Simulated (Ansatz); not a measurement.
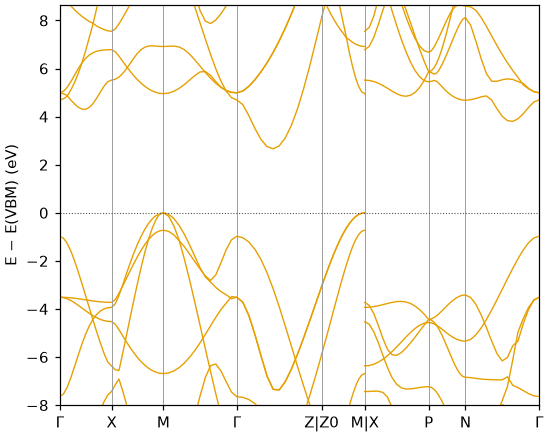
Figure: Band structure from plane-wave PAW r²SCAN (Ansatz code)

Read off the gap and where the band edges lie.

About 2.7 eV (2.66 eV by a search for the band edges); maximum at M, minimum on the Γ–Z line, 42 % of the way from Γ.

The material is C in space group I4/mmm (No. 139; C on 8h).

The start of the workflow was typed in or built on a structure type; the Crystallography Open Database copy checked does not list it. It is not the phase usual at ambient conditions (space group No. 194, 227). Symmetry was held in the r²SCAN relaxation; its stability against distortions is not shown here.

Potentials: the later of the program's two PAW sets.
